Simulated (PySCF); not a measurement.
System: LiI.

| atom | x (Å) | y (Å) | z (Å) |
| --- | --- | --- | --- |
| Li | 0.0000 | 0.0000 | -2.2752 |
| I | 0.0000 | 0.0000 | 0.1258 |

Core potentials replace the inner electrons of I.

These are results of PySCF, PBE0/def2-SVPD, non-relativistic Hamiltonian with scalar-relativistic core potentials where named, at a bond length of 2.401 Å, not measurements.

Q: What will maps of the electron density and electron localisation function show?

A: Li–I (2.40 Å): the density is about 0.48 e/Å³ at the midpoint; the ELF peaks at about 0.80 in the valence shell of I, 1.3 Å from its nucleus, and falls to about 0.10 next to Li; a closed-shell, largely ionic contact.

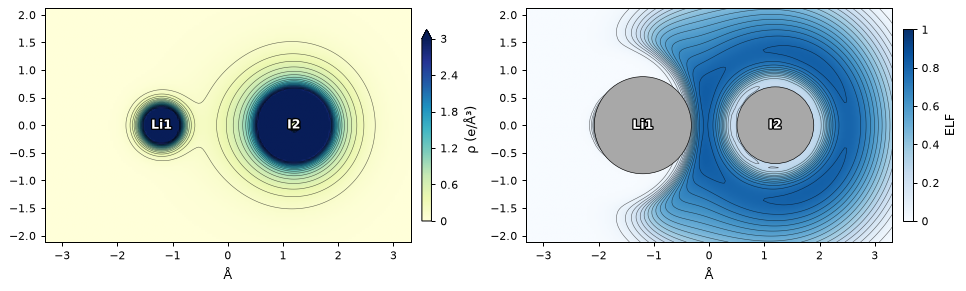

Computed electron density and electron localisation function on a plane that holds the molecular axis, in this order. Grey discs cover the atomic cores in the ELF map. 
